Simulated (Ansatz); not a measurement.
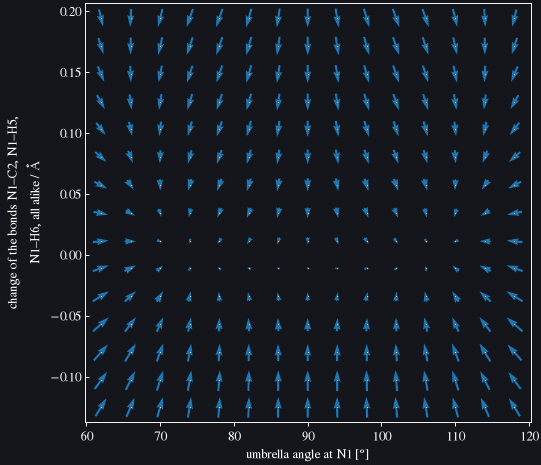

CH2NO2, SMILES NC(=O)[O-], charge −1. First axis: umbrella angle at N1 (between each of its bonds and their common axis; 90 is planar). Second axis: change of the bonds N1–C2, N1–H5, N1–H6, all alike. Nothing is relaxed (all other coordinates rigid). The grid has 15 × 15 points. Points are written as (first, second). Method: RHF/def2-TZVPD in Ansatz 0.2.0.

Drawn: dots at the grid points, arrows along the force (downhill), their lengths compressed.

Question: The arrows alone are given. Where are the wells?

Answer: The arrows converge at about (106°, 0.000 Å); about (74°, 0.00 Å) (0.19 kJ/mol up) (read from the interpolated surface).

The energy map of the same scan:

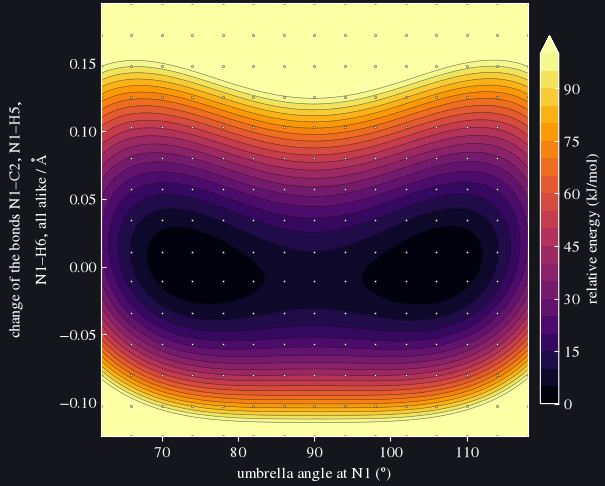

Energies are in kJ/mol, from the relaxed molecule at the same level; between grid points the surface is interpolated.
